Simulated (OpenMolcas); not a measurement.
# C8H7N (indole) at HF/3-21G

What is the energy change on altering one bond length of C8H7N (indole) at HF/3-21G? 

The calculation is run with OpenMolcas 26.06.

### Step 1. The structure to begin with

C8H7N has 16 atoms, charge 0, and is taken as a singlet. As SMILES, `c1ccc2[nH]ccc2c1`. Geometry: relaxed at GFN2-xTB.

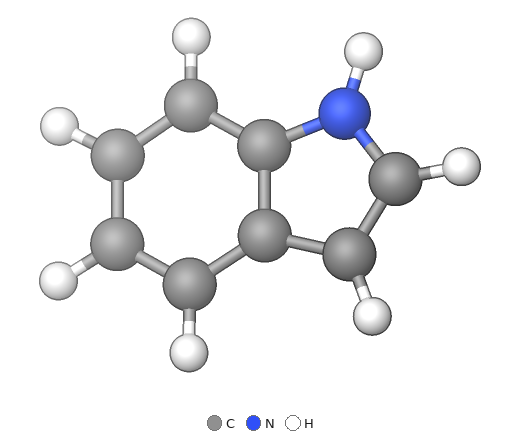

The structure, seen from a chosen angle (carbon grey, nitrogen blue, hydrogen white).

### Step 2. Energy and forces at HF/3-21G

File job.inp:

```
>>> EXPORT MOLCAS_PRINT=2

&GATEWAY
 BasLib=$CurrDir
 Coord
 16
 bohr
 C      0.79519675    -2.66404140     3.05837055
 C      2.85282504    -2.62324222     1.40162876
 C      2.86134771    -1.09740176    -0.70896855
 C      0.74768904     0.40003612    -1.13209713
 N      0.22268533     2.06860760    -3.02800266
 C     -2.11600193     3.09389741    -2.62312883
 C     -3.14191535     2.11598303    -0.47883770
 C     -1.35175889     0.37960818     0.52838632
 C     -1.30447794    -1.18487718     2.64947162
 H      0.86866930    -3.89037917     4.68912861
 H      4.46438348    -3.81407203     1.78966513
 H      4.45143886    -1.06472839    -1.98965484
 H      1.37084513     2.48189070    -4.48484922
 H     -2.87839304     4.46043396    -3.91432200
 H     -4.95346350     2.56596462     0.30757182
 H     -2.88906999    -1.22767947     3.93563811
 Basis=3-21G
 Group=NoSym

&SEWARD

&SCF
 PrOrbitals=1 1

&ALASKA
```

The basis set 3-21G is read from a file made from the Basis Set Exchange's data (not shown).

Command:

```console
$ export MOLCAS_MEM=1860
$ pymolcas job.inp > job.log
```

The log of the run:

```text
--- Start Module: gateway ---
[...]
--- Stop Module: gateway /rc=_RC_ALL_IS_WELL_ ---
[...]
      Basis functions           95
[...]
--- Start Module: scf ---
[...]
       Convergence after  12 Iterations
[...]
::    Total SCF energy                               -359.4532552533
[...]
      Total spin, S                                     0.0000000000
[...]
      Total electronic charge=   62.000000
      Total            charge=   -0.000000
[...]
      Dipole Moment (debye):
      Origin of the operator (angstrom)=   -0.0196    0.0430   -0.0440
                   X=  5.1615E-01               Y=  1.0341E+00               Z= -1.8243E+00           Total=  2.1596E+00
      Quadrupole Moment (debye*angstrom):
[...]
--- Stop Module: scf /rc=_RC_ALL_IS_WELL_ ---
[...]
--- Start Module: alaska ---
[...]
 *              Molecular gradients               *
 **************************************************
  Irreducible representation: a
 ------------------------------------------------------------------------------------------
                              X                       Y                       Z
 ------------------------------------------------------------------------------------------
  C1                2.98776629376207E-03    4.29567747046367E-03   -7.98524195931449E-03
  C2               -6.88599826241365E-03    1.56841704209043E-03    3.06571104078479E-03
  C3               -3.13681299237079E-03    2.08137807345632E-03   -4.08355855651799E-04
  C4               -9.55226863966319E-04    8.26359629388218E-03   -1.06678089319932E-02
  N5               -1.47524414387905E-02   -2.15508269589471E-03    1.40548616062564E-02
  C6                2.01292268986690E-02   -1.00708711970849E-02   -1.49177817892365E-03
  C7                9.60011400104577E-03   -1.25037805294008E-02    9.49588874966878E-03
  C8               -1.44794979431735E-02    8.59022700893952E-03   -3.51308228481617E-04
[...]
--- Stop Module: alaska /rc=_RC_ALL_IS_WELL_ ---
[...]
```

Run time: 13 s. Hardware: 1 thread of Arm Neoverse N1, shared host; peak memory 0.52 GiB.

### Step 3. The distorted shape, same level

File job.inp:

```
&gateway
 baslib=$CurrDir
 coord
 16
 bohr
 C     -0.81632578    -1.47323805     2.67034364
 C      1.24130251    -1.43243886     1.01360185
 C      1.24982517     0.09340160    -1.09699546
 C     -0.86383350     1.59083948    -1.52012404
 N     -1.38883721     3.25941096    -3.41602957
 C     -3.72752447     4.28470076    -3.01115575
 C     -4.75343788     3.30678639    -0.86686462
 C     -2.96328143     1.57041154     0.14035941
 C     -2.91600048     0.00592618     2.26144470
 H     -0.74285323    -2.69957581     4.30110170
 H      4.46438348    -3.81407203     1.78966513
 H      2.83991632     0.12607497    -2.37768176
 H     -0.24067741     3.67269406    -4.87287613
 H     -4.48991557     5.65123731    -4.30234892
 H     -6.56498604     3.75676798    -0.08045509
 H     -4.50059253    -0.03687612     3.54761120
 basis=3-21G
 group=NoSym

&seward

&scf
 prorbitals=1 1

&alaska
```

The basis set 3-21G is read from a file made from the Basis Set Exchange's data (not shown).

Command:

```console
$ export MOLCAS_MEM=1860
$ pymolcas job.inp > job.log
```

The log of the run:

```text
--- Start Module: gateway ---
[...]
--- Stop Module: gateway /rc=_RC_ALL_IS_WELL_ ---
[...]
      Basis functions           95
[...]
--- Start Module: scf ---
[...]
       Convergence after  13 Iterations
[...]
::    Total SCF energy                               -359.2631819602
[...]
      Total spin, S                                     0.0000000000
[...]
      Total electronic charge=   62.000000
      Total            charge=   -0.000000
[...]
      Dipole Moment (debye):
      Origin of the operator (angstrom)=   -0.8650    0.6677   -0.2475
                   X= -8.2883E-01               Y=  2.0629E+00               Z= -2.1968E+00           Total=  3.1255E+00
      Quadrupole Moment (debye*angstrom):
[...]
--- Stop Module: scf /rc=_RC_ALL_IS_WELL_ ---
[...]
--- Start Module: alaska ---
[...]
 *              Molecular gradients               *
 **************************************************
  Irreducible representation: a
 ------------------------------------------------------------------------------------------
                              X                       Y                       Z
 ------------------------------------------------------------------------------------------
  C1               -1.34522456999268E-02    2.14986903423164E-02   -1.89341396096543E-02
  C2               -3.46341410921989E-02    2.19804608257510E-02   -3.48235286843046E-03
  C3               -2.53964910986868E-02    1.42716303565242E-02    8.57693602420717E-05
  C4                3.01495583130240E-03    8.48332146030106E-03   -1.40406818765961E-02
  N5               -1.63415136044989E-02   -1.15278634452665E-03    1.39036468031817E-02
  C6                1.99255980331530E-02   -9.45805657910270E-03   -2.17915993797835E-03
  C7                9.67552840180197E-03   -1.24004714445707E-02    9.29470605773375E-03
  C8               -1.32101819929487E-02    7.69496711053275E-03   -1.05014362333122E-04
[...]
--- Stop Module: alaska /rc=_RC_ALL_IS_WELL_ ---
[...]
```

Wall time 14 s (1 thread of Arm Neoverse N1, shared host); peak memory 0.52 GiB.

### Step 4. Results

At HF/3-21G:

```
                                                          quantity          value
                                         first shape: total energy  -359.45326 Eh
                                        first shape: dipole moment         2.16 D
                                          first shape: HOMO energy       -7.67 eV
                                          first shape: LUMO energy        3.69 eV
                                        first shape: HOMO–LUMO gap       11.36 eV
                             first shape: largest force on an atom     1.160 eV/Å
                                     distorted shape: total energy  -359.26318 Eh
                                    distorted shape: dipole moment         3.13 D
                                      distorted shape: HOMO energy       -7.99 eV
                                      distorted shape: LUMO energy        1.69 eV
                                    distorted shape: HOMO–LUMO gap        9.67 eV
                         distorted shape: largest force on an atom     4.485 eV/Å
energy change with the C2–H11 bond stretched from 1.080 to 2.160 Å       5.172 eV
```

What this shows: One bond (distorted shape) is far stretched, which a spin-restricted single reference describes badly; a broken-symmetry solution may lie lower. With the C2–H11 bond stretched from 1.080 to 2.160 Å the energy rises by 5.17 eV (499 kJ/mol). The first shape isn't relaxed at this level, so the change isn't measured from a minimum. A restricted reference can't describe the breaking bond well at this length. The largest force (first shape) is 1.16 eV/Å: the shape isn't a stationary point for this species at this level. Mulliken charges (distorted shape) run from -1.00 on N5 to +0.43 on C4; they depend strongly on the basis.
